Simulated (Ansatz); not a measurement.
The starting structures come from a database of crystals and need not be the phases stable at ambient conditions.

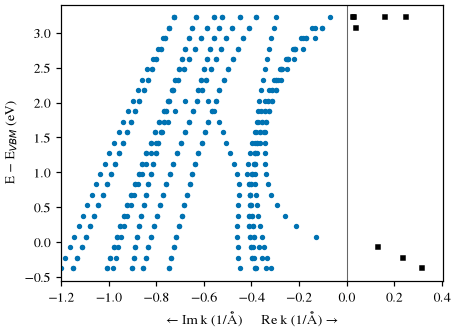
Complex bands at the centre of the two-dimensional zone; r2SCAN in Ansatz (a program for electronic structure)

The gap is the functional's own. No spin-orbit coupling. Mid-gap values are interpolated on the energy grid.

### Question
This is Cs3CdH5 (I4/mcm, not sure to be the ambient phase, 18 atoms a cell, 24.9 Å³ an atom) along the normal of (101). Read off the slowest decay at the centre of the two-dimensional zone at 1.57 eV, the computed energy nearest the middle of the gap.

### Answer
κ ≈ 0.34 1/Å, a decay length 1/(2κ) of the density of 1.5 Å.
